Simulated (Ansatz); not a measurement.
Response to strain in CaO

The parent structure is CaO in the rock salt structure (space group Fm-3m, No. 225).

```
CELL_PARAMETERS angstrom
      0.00000     2.41540     2.41540
      2.41540     0.00000     2.41540
      2.41540     2.41540     0.00000
ATOMIC_POSITIONS crystal
  Ca 0.00000 0.00000 0.00000
  O  0.50000 0.50000 0.50000
```

Strains are applied to the cell and any free atomic positions relax.

Calculations: PBE/PAW in Ansatz (a quantum-chemistry and plane-wave program), no SOC.

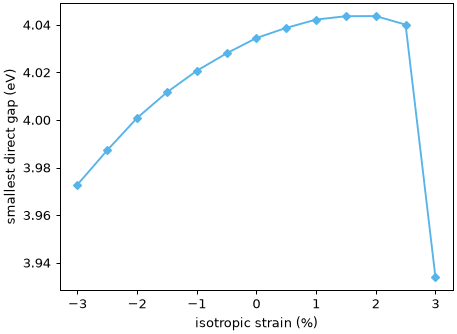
Figure. Smallest direct gap against isotropic strain

Problem. From the plot, what is the smallest direct gap for isotropic strain −2.00 %?

Solution. About 4.00 eV.

Problem. Is the trend monotonic over the range shown?

Solution. No, it turns within the range, spanning 3.93 eV to 4.04 eV.

Stability against distortions was not tested.
